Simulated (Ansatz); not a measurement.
# GaCl2(NH2) (Cl₂GaH₂N): inputs that go wrong

Aim: try 2 inputs for GaCl2(NH2) (Cl₂GaH₂N) as typed, read how each ends, and find what has to change.

Program: Ansatz 0.2.0, Gaussian basis. Level of theory: the settings change from run to run. These are calculated values, not measurements.

## 1. The molecule

An earlier PBE0-D4/def2-SVP relaxation fixed the geometry.

6 atoms, charge 0, spin multiplicity 1.

Atoms are counted from 1 here; the program's logs count them from 0.

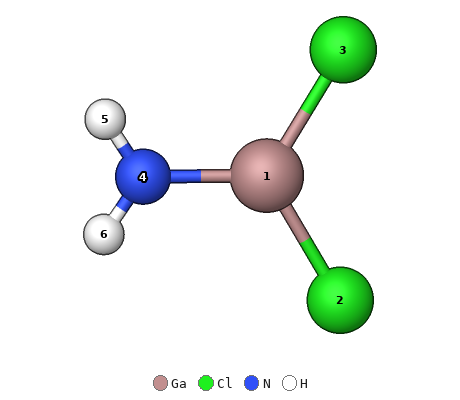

The geometry (gallium pink, chlorine green, nitrogen blue, hydrogen white); atoms are numbered from 1 in the order of the file.

## 2. Try 1

The input, in.yaml:

```yaml
crystal:
  periodic: [false, false, false]
  atoms:
    - {symbol: Ga, position_ang: [0.362086, 0.619791, 0.011275]}
    - {symbol: Cl, position_ang: [2.468975, 0.637979, 0.345385]}
    - {symbol: Cl, position_ang: [-0.651656, 2.472740, -0.288468]}
    - {symbol: N, position_ang: [-0.540742, -0.923076, -0.009441]}
    - {symbol: H, position_ang: [-1.537007, -0.981769, -0.174685]}
    - {symbol: H, position_ang: [-0.101656, -1.825656, 0.115934]}
basis:
  gaussian: {orbitals: def2-mTZVPP, nuclear_model: gaussian}
magnetization: {spin_polarized: true, initial_magnetization: 1}
hamiltonian: {xc: {name: RPBE}}
scf: {lower_state_search: light}
```

Launch:

```
$ ansatz run in.yaml --threads 4 --pin off --events-out ev --progress --plain --max-ram 3916MiB
```

Log:

```text
Error: a molecule whose nuclei and cores have a total charge of 74 cannot have a net charge of 0 together with 1 unpaired electrons
```

Wall time 0.05 s (4 threads of Arm Neoverse V1, shared host).

Diagnosis: Refused before any calculation. The number of unpaired electrons doesn't fit the electron count. To mend it, make charge and initial_magnetization agree: an even electron count takes an even number of unpaired electrons.

## 3. Try 2

The input, in.yaml:

```yaml
crystal:
  periodic: [false, false, false]
  atoms:
    - {symbol: Ga, position_ang: [0.253460, 0.371875, 0.006765]}
    - {symbol: Cl, position_ang: [1.728282, 0.382788, 0.241769]}
    - {symbol: Cl, position_ang: [-0.456159, 1.483644, -0.201928]}
    - {symbol: N, position_ang: [-0.378519, -0.553846, -0.006609]}
    - {symbol: H, position_ang: [-1.075905, -0.589061, -0.104811]}
    - {symbol: H, position_ang: [-0.060994, -1.277959, 0.069560]}
basis:
  gaussian: {orbitals: def2-TZVP}
hamiltonian: {xc: {name: HF}}
correlation: {method: mp2}
scf: {lower_state_search: off}
output: {forces: true}
```

Same command.

Log (excerpt; [...] marks lines left out):

```text
Functional definition: HF
  name "HF"
  cite "Fock, Z. Phys. 61, 126 (1930) doi:10.1007/BF01340294"
  parent pbe
[...]
1035 factors; integrals over basis functions are off by at most 1.1e-3 eV
[...]
mean field -78793.36092492 eV, -2895.6026059324 hartree, gradient 4.5e-6 eV, S^2 0.000000; 0 other end points of the search recorded, 0 dependent functions left out
20 core orbitals not correlated: weight in the atoms' cores, before any rotation towards them, 0.998 or more for the frozen orbitals, at most 0.001 for the correlated occupied ones
reference -78793.36092492 eV, -2895.6026059324 hartree; 17, 17 occupied and 128, 128 virtual orbitals, 1035 factors
second order -24.19713995 eV of doubles, -0.00000000 eV of singles
[...]
Total energy: -78817.55806486 eV, -2896.4918344241 hartree
Atom 0 at     0.253460     0.371875     0.006765 Å, force    67.358159    17.276795     8.539032 eV/Å
Atom 1 at     1.728282     0.382788     0.241769 Å, force    56.722698    -0.106364     9.032666 eV/Å
Atom 2 at    -0.456159     1.483644    -0.201928 Å, force   -55.195753    90.290862   -16.555626 eV/Å
Atom 3 at    -0.378519    -0.553846    -0.006609 Å, force   -35.392816   -84.140830     2.509351 eV/Å
Atom 4 at    -1.075905    -0.589061    -0.104811 Å, force   -39.715460    -3.581897    -5.470393 eV/Å
Atom 5 at    -0.060994    -1.277959     0.069560 Å, force     6.223172   -19.738567     1.944970 eV/Å
Dipole moment:    -0.206952    -0.468847    -0.002399 e Å
Checks for a lower state left out: starts, cluster_reference, orbital_swaps, neighbouring_geometries, increment
```

Wall time 3.8 s (4 threads of Arm Neoverse V1, shared host).

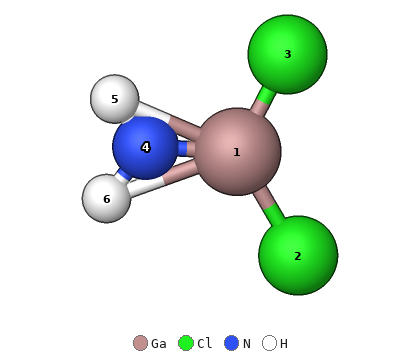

The geometry of this input.

Diagnosis: It ended without an error, which proves nothing about the input. The geometry is squeezed well below its size. The shortest distance is 0.71 Å (N4–H5), against 1.01 Å in the relaxed molecule. Its energy is no property of the relaxed molecule. Cure: use the relaxed coordinates.

## 4. How the tries ended

```
try             level      ended                                                            cause    time
  1  RPBE/def2-mTZVPP    refused  the number of unpaired electrons doesn't fit the electron count  0.05 s
  2     MP2/def2-TZVP  converged                     the geometry is squeezed well below its size   3.8 s
```

**Reading.** 1 refused, 1 converged. A refusal costs next to no computing time. The dangerous case is the input that converges on a wrong geometry, charge, spin, basis or grid: often only a look at the input shows it.
